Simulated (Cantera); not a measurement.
Input: 1 mol Cu₂O, 2.4 mol CO, 0.17 mol H₂, held at 6200 Pa.

Cantera equilibrium calculation (NASA polynomials, part measured and part estimated; ideal gas, pure solids and liquids). Candidate condensed phases: C, C₆H₆, C₇H₈, C₈H₁₈, Cu, CuO, Cu(OH)₂, Cu₂O, H₂O; 113 gas species. Equilibrium is a limit: real reactors are often held back by kinetics, nucleation or transport.

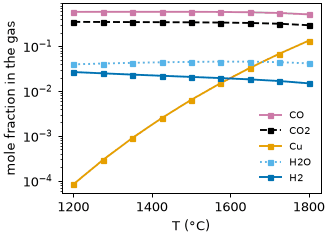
Fig. 1. Equilibrium gas composition (values under 1e-9 drawn at 1e-9)

**Question.** Read off the mole fractions at 1425 °C.

**Answer.** CO about 0.59, CO₂ about 0.34, H₂O about 0.044, H₂ about 0.022, Cu about 0.0025.
